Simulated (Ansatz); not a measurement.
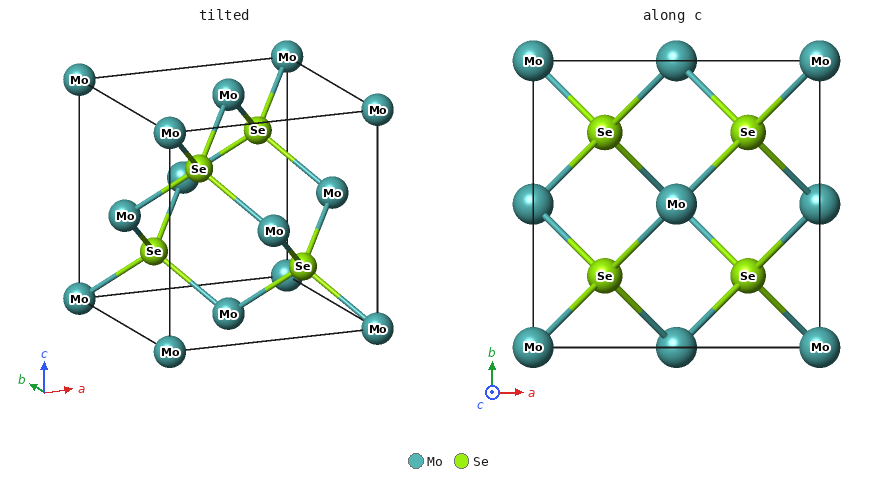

Structure drawing (ball-and-stick), viewed slightly off an axis and along the c axis. One conventional unit cell is framed, with atoms on its boundary repeated.

MoSe, zinc blende (sphalerite type), space group F-43m (No. 216), a = 5.681 Å, b = 5.681 Å, c = 5.681 Å, α = 90.00°, β = 90.00°, γ = 90.00°. The initial geometry was a structure type filled with these elements by a generator (whether the compound takes this form wasn't checked). Earlier steps of the study, as a rule a relaxation of our own, may have changed the cell and positions, so they can lie some per cent off the listed ones. A calculation with Ansatz used it as input.

This one geometry was computed with Ansatz (DFT, plane waves, PAW) at five levels of theory: r2SCAN, PBE, PBE with spin-orbit coupling, PBEsol and LDA.

Q: Which level gives the highest pressure at this volume, and what does that say about its equilibrium volume?

A: Highest: PBE with spin-orbit coupling (-0.1 GPa), which points to the largest equilibrium volume. Lowest, with the smallest volume: LDA (-8.1 GPa). Levels within 0.5 GPa of each other can't be told apart.

Q: How does the band gap change with the level of theory?

A: All levels give a metal.

Q: Collect the results in a table.

A:
| level | cutoff (eV) | k-mesh of the run's cell | gap (eV) | pressure (GPa) |
| --- | --- | --- | --- | --- |
| r2SCAN | 500 | 10×10×10 | metal | -1.0 |
| PBE | 420 | 10×10×10 | metal | -1.8 |
| PBE with spin-orbit coupling | 420 | 10×10×10 | metal | -0.1 |
| PBEsol | 420 | 10×10×10 | metal | -4.3 |
| LDA | 420 | 10×10×10 | metal | -8.1 |

Gaps are taken on the k-mesh or band path of each run.
